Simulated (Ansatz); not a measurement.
# C2H8BFSi: what the fields show

Input file:

```
crystal:
  periodic: [false, false, false]
  atoms:
    - {symbol: C, position_ang: [-1.182471, -0.326728, 1.129859]}
    - {symbol: B, position_ang: [-0.026578, -0.163956, 0.098051]}
    - {symbol: C, position_ang: [0.936227, -1.349248, -0.228174]}
    - {symbol: Si, position_ang: [0.261334, 1.586374, -0.869874]}
    - {symbol: F, position_ang: [-0.692539, 2.761967, -0.314992]}
    - {symbol: H, position_ang: [-2.075445, -0.543912, 0.519797]}
    - {symbol: H, position_ang: [-1.063672, -1.170332, 1.815383]}
    - {symbol: H, position_ang: [-1.432489, 0.578549, 1.687531]}
    - {symbol: H, position_ang: [0.482305, -2.334035, -0.083205]}
    - {symbol: H, position_ang: [1.433591, -1.315396, -1.200269]}
    - {symbol: H, position_ang: [1.736902, -1.273757, 0.525981]}
    - {symbol: H, position_ang: [1.666759, 2.068719, -0.737214]}
    - {symbol: H, position_ang: [-0.023424, 1.446954, -2.328075]}
basis:
  gaussian: {orbitals: def2-TZVPP}
hamiltonian: {xc: pbe0, dispersion: d4}
output: {orbitals: {seedname: orbitals}}
```

Run with:

```sh
ansatz run in.yaml --threads 4 --pin off --events-out ev --progress --plain --max-ram 10444MiB
```

Geometry: PBE0-D4/def2-TZVP.

These are results of Ansatz, RKS PBE0-D4/def2-TZVPP, not measurements.

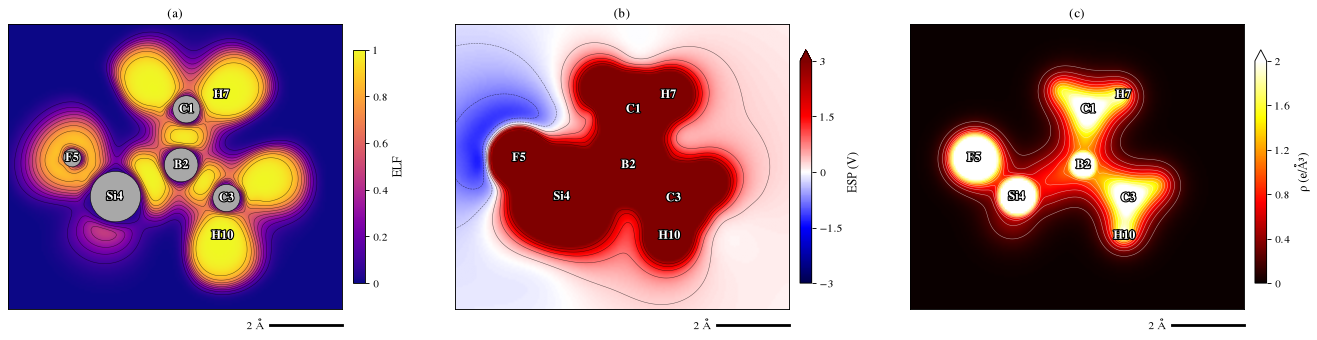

Figure 1. (a) electron localisation function; (b) electrostatic potential; (c) electron density on the plane of atoms B2, Si4 and F5. Grey discs cover the atomic cores in the ELF map.

Q: Read the bonding off the picture.

A: The section cuts through C, B, Si, F and H sites. C–B (1.56 Å): ρ is about 1.4 e/Å³ halfway; the ELF peaks at about 0.95 between the atoms: a covalent bond. Si–F (1.61 Å): ρ at the midpoint is about 1.1 e/Å³; the ELF peaks at about 0.85 in the valence shell of F, 0.6 Å from its nucleus, and is about 0.50 at the midpoint. Si–B (2.02 Å): the density is about 0.83 e/Å³ at the midpoint; the ELF peaks at about 1 between the atoms (localised, covalent bonding). C–H (1.09 Å): ρ is about 2 e/Å³ halfway; the ELF climbs to about 1 towards the hydrogen, as it does in any bond to H: an ordinary covalent bond to hydrogen. The ELF also peaks beside F5, away from the bonds: lone-pair regions. Outside the dense part of the molecule the potential is most negative (−1.3 V) near F5.

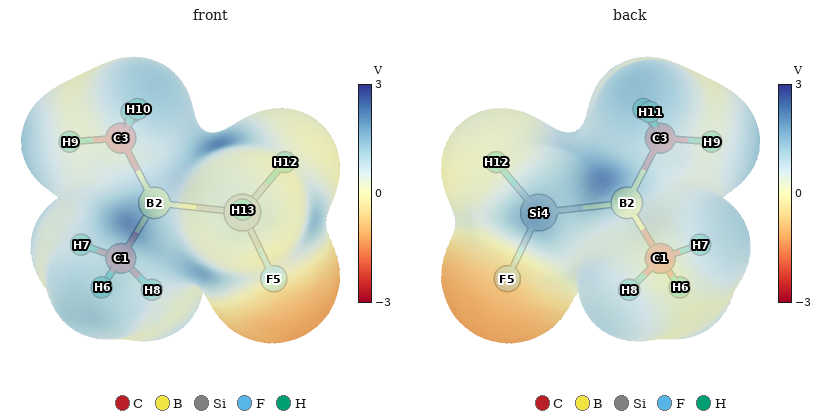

Figure 2. The electrostatic potential painted on the density surface at 0.004 e/bohr³, seen from the front and from behind; the colour scale runs from red (negative) to blue (positive).

Q: Where is the surface potential most negative and most positive?

A: The most negative region (about −1.2 V) lies over F5, the most positive (about +2.3 V) over B2 and Si4.

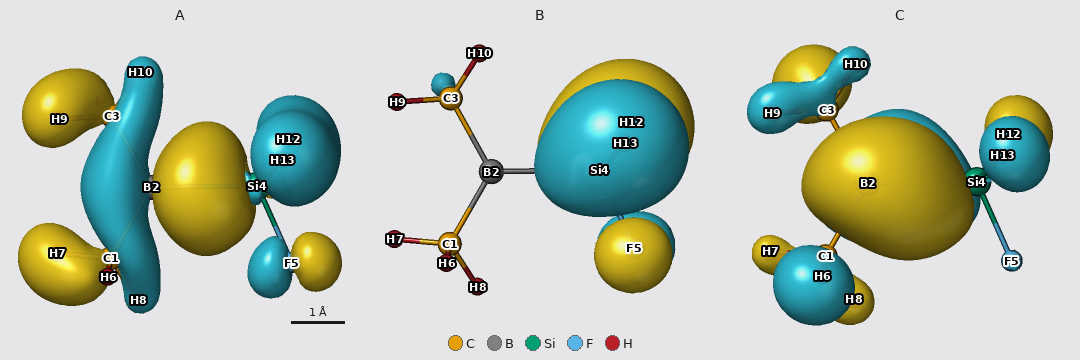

Figure 3. Three frontier orbitals at ±0.08 Å⁻³ᐟ² (yellow and cyan are the two phases), in no order.

Q: Which picture is the HOMO−1, the HOMO and the LUMO?

A: B is the HOMO−1 (−9.28 eV). Its weight (Hirshfeld) is mainly on Si4 (about 35 %), H13 (about 25 %), H12 (about 25 %) and F5 (about 15 %). A is the HOMO (−7.66 eV). By Hirshfeld shares it lies mainly on Si4 (about 30 %), B2 (about 25 %), C1 (about 10 %) and C3 (about 10 %). C is the LUMO (−1.50 eV). Its weight (Hirshfeld) is mainly on B2 (about 45 %), Si4 (about 20 %), C1 (about 10 %) and C3 (about 10 %).

Q: What is the HOMO–LUMO gap?

A: 6.16 eV between the orbital energies.
